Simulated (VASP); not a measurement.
Band structure of ZnO (space group P6_3mc). Calculation: PBE GGA, VASP's PBE PAW potentials (set 64) (plane waves; VASP 6.6.1).

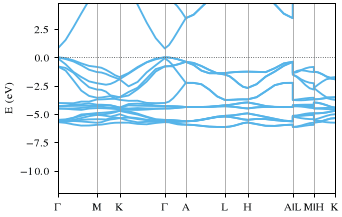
Figure. Bands along high-symmetry lines, zero at the valence-band maximum or, without a gap, the Fermi level

### Question
Read the plot: is there a gap, and where are the band edges?

### Answer
The gap is direct, 0.78 eV, from the valence maximum at Γ to the conduction minimum at Γ.

The structure comes from a computed database's ZnO entry (P6_3mc); how it stands against other phases isn't given here. The cell was not relaxed at this level.
